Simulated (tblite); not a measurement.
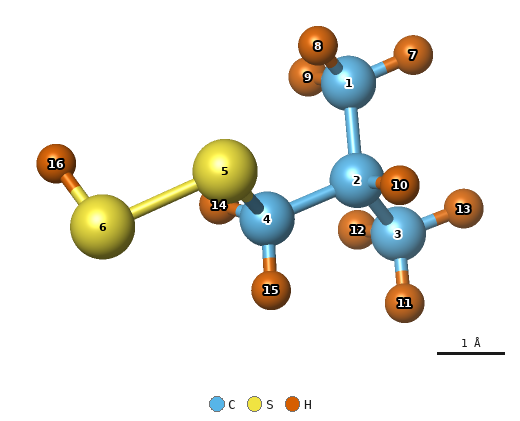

Fig. 1: The structure as given in the input (ball-and-stick view, seen at a tilt; atoms are numbered from 1 in the order of the input). Bond lengths as drawn: C–C 1.52 to 1.53 Å, C–H 1.09 to 1.10 Å, C–S 1.84 Å, H–S 1.34 Å and S–S 2.04 Å.

## Saddle-point search, with input and output: C4H10S2

- system: C4H10S2, SMILES CC(C)CSS
- method: GFN2-xTB saddle search (eigenvector following) and harmonic vibrations, gas phase (tblite 0.8.0)

**Input**
```
{"job": {"xc": "GFN2-xTB", "basis": "xTB", "kind": "saddle"}, "charge": 0, "multiplicity": 1}
C     -0.685447    -1.189645     0.878910
C     -0.494020     0.278484     0.508385
C     -1.750198     0.837111    -0.158815
C      0.692679     0.444483    -0.432558
S      2.273586     0.101693     0.445139
S      3.622735     0.246253    -1.072752
H     -1.502779    -1.298976     1.586695
H      0.218406    -1.588250     1.334030
H     -0.919765    -1.776745    -0.007374
H     -0.294081     0.850584     1.421166
H     -1.615825     1.883827    -0.422350
H     -1.978632     0.280211    -1.065261
H     -2.599307     0.757461     0.515072
H      0.623221    -0.251272    -1.268864
H      0.758932     1.464919    -0.809449
H      3.650494    -1.040137    -1.451974
```

The first line tells a small driver script what to run in tblite; the rest is the geometry in Å.

Machine: 1 CPU thread, shared host.

Launched with:
```bash
OMP_NUM_THREADS=1 python <driver script> task.json out
```

**What the program printed**
```
step      E/eV     max force
  0    -548.91025   0.0321
  1    -548.91082   0.0324
  2    -548.90996   0.0462
  3    -548.90911   0.0287
  4    -548.90813   0.0615
  5    -548.90865   0.0242
  6    -548.90802   0.0241
  7    -548.90739   0.0278
  8    -548.90681   0.0212
  9    -548.90608   0.0498
 10    -548.90632   0.0246
 11    -548.90605   0.0075
 12    -548.90553   0.0329
 13    -548.90585   0.0066
 14    -548.90558   0.0104
 15    -548.90534   0.0117
 16    -548.90514   0.0081
 17    -548.90491   0.0197
 18    -548.90478   0.0227
 19    -548.90474   0.0260
 20    -548.90476   0.0020
lowest wavenumbers (cm-1): -29.2 74.0 151.3 205.1 218.2 239.7
```

**Trajectory as extended XYZ (Å, eV, eV/Å), 7 of the 12 frames kept, from step=0 to step=20**
```
16
Properties=species:S:1:pos:R:3:forces:R:3 step=0 energy=-548.91025
C    -0.6854   -1.1896    0.8789   -0.0060   0.0030   0.0070
C    -0.4940    0.2785    0.5084    0.0110   0.0030  -0.0040
C    -1.7502    0.8371   -0.1588    0.0030  -0.0070   0.0020
C     0.6927    0.4445   -0.4326    0.0120   0.0010  -0.0110
S     2.2736    0.1017    0.4451   -0.0060  -0.0310  -0.0060
S     3.6227    0.2463   -1.0728   -0.0140   0.0250   0.0120
H    -1.5028   -1.2990    1.5867   -0.0100   0.0060   0.0100
H     0.2184   -1.5882    1.3340   -0.0050   0.0020  -0.0050
H    -0.9198   -1.7767   -0.0074    0.0150   0.0030   0.0040
H    -0.2941    0.8506    1.4212    0.0080   0.0020  -0.0060
H    -1.6158    1.8838   -0.4224   -0.0100  -0.0030   0.0130
H    -1.9786    0.2802   -1.0653    0.0100   0.0000  -0.0050
H    -2.5993    0.7575    0.5151    0.0000   0.0000   0.0040
H     0.6232   -0.2513   -1.2689    0.0080   0.0020  -0.0220
H     0.7589    1.4649   -0.8094   -0.0090   0.0040  -0.0030
H     3.6505   -1.0401   -1.4520   -0.0060  -0.0090   0.0090
16
Properties=species:S:1:pos:R:3:forces:R:3 step=3 energy=-548.90911
C    -0.6412   -1.1792    0.8654   -0.0010   0.0020   0.0010
C    -0.4931    0.2968    0.5062   -0.0010  -0.0030   0.0000
C    -1.7654    0.8200   -0.1586   -0.0130   0.0050  -0.0030
C     0.6905    0.5093   -0.4296    0.0000  -0.0010  -0.0020
S     2.2697    0.1443    0.4418    0.0140   0.0000  -0.0230
S     3.5986    0.1300   -1.1012   -0.0160  -0.0170   0.0140
H    -1.4706   -1.3197    1.5539    0.0010   0.0010  -0.0010
H     0.2650   -1.5488    1.3395   -0.0050   0.0000   0.0000
H    -0.8324   -1.7695   -0.0289   -0.0020   0.0010   0.0020
H    -0.3122    0.8671    1.4242    0.0000  -0.0030  -0.0020
H    -1.6816    1.8832   -0.3750   -0.0020  -0.0220   0.0010
H    -1.9501    0.2905   -1.0918    0.0000   0.0120   0.0170
H    -2.6199    0.6691    0.4975    0.0220   0.0070  -0.0170
H     0.6306   -0.1547   -1.2926    0.0000   0.0020   0.0060
H     0.7439    1.5442   -0.7687    0.0010  -0.0100   0.0020
H     3.5684   -1.1828   -1.3821    0.0010   0.0260   0.0040
16
Properties=species:S:1:pos:R:3:forces:R:3 step=7 energy=-548.90739
C    -0.6129   -1.1797    0.8409   -0.0020   0.0020   0.0010
C    -0.4910    0.3037    0.5031    0.0010  -0.0020   0.0000
C    -1.7742    0.8153   -0.1494    0.0000   0.0010   0.0000
C     0.6861    0.5497   -0.4331    0.0000  -0.0020   0.0020
S     2.2748    0.2246    0.4373    0.0140  -0.0040  -0.0210
S     3.5778    0.0536   -1.1183   -0.0150  -0.0180   0.0150
H    -1.4345   -1.3438    1.5334    0.0000   0.0010  -0.0010
H     0.3024   -1.5421    1.3026   -0.0020   0.0000   0.0010
H    -0.8021   -1.7592   -0.0609   -0.0020   0.0000   0.0010
H    -0.3163    0.8635    1.4287    0.0000  -0.0010  -0.0010
H    -1.7069    1.8811   -0.3553    0.0010  -0.0020   0.0000
H    -1.9568    0.2934   -1.0866    0.0000   0.0000   0.0000
H    -2.6222    0.6457    0.5094    0.0020   0.0010  -0.0010
H     0.6439   -0.1139   -1.2969   -0.0010  -0.0010   0.0010
H     0.7116    1.5859   -0.7707    0.0010  -0.0040   0.0010
H     3.5203   -1.2778   -1.2842    0.0030   0.0270   0.0010
16
Properties=species:S:1:pos:R:3:forces:R:3 step=10 energy=-548.90632
C    -0.5912   -1.1770    0.8293   -0.0020   0.0000   0.0000
C    -0.4897    0.3102    0.5022   -0.0010  -0.0020  -0.0010
C    -1.7794    0.8081   -0.1480    0.0010   0.0010   0.0000
C     0.6843    0.5794   -0.4313   -0.0020  -0.0030  -0.0030
S     2.2776    0.2570    0.4322   -0.0010   0.0020   0.0130
S     3.5605   -0.0029   -1.1250    0.0080   0.0210  -0.0100
H    -1.4123   -1.3577    1.5182   -0.0010   0.0010   0.0010
H     0.3278   -1.5292    1.2916   -0.0020  -0.0020   0.0010
H    -0.7693   -1.7531   -0.0769   -0.0020   0.0010   0.0010
H    -0.3237    0.8658    1.4318    0.0000  -0.0010   0.0000
H    -1.7262    1.8758   -0.3481    0.0010   0.0010  -0.0010
H    -1.9547    0.2890   -1.0882    0.0000   0.0000  -0.0010
H    -2.6253    0.6237    0.5093    0.0000   0.0010   0.0010
H     0.6478   -0.0729   -1.3037   -0.0010  -0.0020   0.0010
H     0.6996    1.6200   -0.7556    0.0000  -0.0010   0.0000
H     3.4740   -1.3363   -1.2378    0.0010  -0.0160  -0.0020
16
Properties=species:S:1:pos:R:3:forces:R:3 step=12 energy=-548.90553
C    -0.5738   -1.1774    0.8128   -0.0010   0.0020   0.0010
C    -0.4874    0.3136    0.4992    0.0010  -0.0010   0.0000
C    -1.7842    0.8062   -0.1408    0.0000   0.0010   0.0000
C     0.6805    0.6025   -0.4365    0.0000  -0.0010   0.0020
S     2.2815    0.3091    0.4240    0.0140  -0.0060  -0.0230
S     3.5445   -0.0518   -1.1325   -0.0180  -0.0190   0.0200
H    -1.3876   -1.3717    1.5068    0.0010   0.0010  -0.0010
H     0.3517   -1.5266    1.2643   -0.0010   0.0000   0.0010
H    -0.7549   -1.7462   -0.0975   -0.0010   0.0000   0.0010
H    -0.3225    0.8620    1.4334    0.0000  -0.0010  -0.0010
H    -1.7419    1.8765   -0.3291    0.0010  -0.0020   0.0000
H    -1.9579    0.2960   -1.0861    0.0000   0.0000   0.0010
H    -2.6259    0.6065    0.5176    0.0020   0.0010  -0.0020
H     0.6541   -0.0508   -1.3083    0.0000  -0.0010   0.0010
H     0.6769    1.6431   -0.7616    0.0010  -0.0030   0.0010
H     3.4469   -1.3910   -1.1656    0.0030   0.0280   0.0000
16
Properties=species:S:1:pos:R:3:forces:R:3 step=16 energy=-548.90514
C    -0.5596   -1.1761    0.8038   -0.0010   0.0000   0.0000
C    -0.4858    0.3171    0.4979    0.0000   0.0000   0.0000
C    -1.7871    0.8022   -0.1387    0.0000   0.0000   0.0000
C     0.6787    0.6210   -0.4371    0.0000  -0.0010   0.0000
S     2.2843    0.3337    0.4174    0.0030  -0.0020  -0.0050
S     3.5302   -0.0895   -1.1355   -0.0040  -0.0030   0.0050
H    -1.3718   -1.3808    1.4966    0.0000   0.0000   0.0000
H     0.3687   -1.5197    1.2540   -0.0010   0.0000   0.0000
H    -0.7356   -1.7418   -0.1094   -0.0010   0.0000   0.0010
H    -0.3249    0.8620    1.4349    0.0000   0.0000   0.0000
H    -1.7532    1.8735   -0.3225    0.0000   0.0000   0.0000
H    -1.9577    0.2946   -1.0860    0.0000   0.0000   0.0000
H    -2.6266    0.5931    0.5195    0.0010   0.0010   0.0000
H     0.6558   -0.0260   -1.3136    0.0000  -0.0010   0.0000
H     0.6668    1.6637   -0.7548    0.0000  -0.0020   0.0000
H     3.4178   -1.4270   -1.1266    0.0010   0.0080  -0.0010
16
Properties=species:S:1:pos:R:3:forces:R:3 step=20 energy=-548.90476
C    -0.5277   -1.1729    0.7840    0.0000   0.0000   0.0000
C    -0.4820    0.3246    0.4948    0.0000   0.0000   0.0000
C    -1.7929    0.7929   -0.1344    0.0000   0.0000   0.0000
C     0.6748    0.6614   -0.4386    0.0000   0.0000   0.0000
S     2.2904    0.3859    0.4018    0.0000   0.0010   0.0000
S     3.4965   -0.1730   -1.1391    0.0000   0.0000  -0.0020
H    -1.3358   -1.4004    1.4744    0.0000   0.0000   0.0000
H     0.4067   -1.5041    1.2309    0.0000   0.0000   0.0000
H    -0.6932   -1.7319   -0.1353    0.0000   0.0000   0.0000
H    -0.3294    0.8617    1.4376    0.0000   0.0000   0.0000
H    -1.7777    1.8662   -0.3086    0.0000   0.0000   0.0000
H    -1.9571    0.2911   -1.0858    0.0000   0.0000   0.0000
H    -2.6272    0.5637    0.5238    0.0000   0.0000   0.0000
H     0.6588    0.0293   -1.3259    0.0000   0.0000   0.0000
H     0.6454    1.7088   -0.7390    0.0000   0.0000   0.0000
H     3.3505   -1.5034   -1.0407    0.0000   0.0000   0.0010
```

**Key numbers**

| quantity | value |
| --- | --- |
| outcome | converged |
| total energy | −548.9048 eV |
| point group | C1 |
| wall time | 4.2 s |
| peak memory | 0.19 GiB |
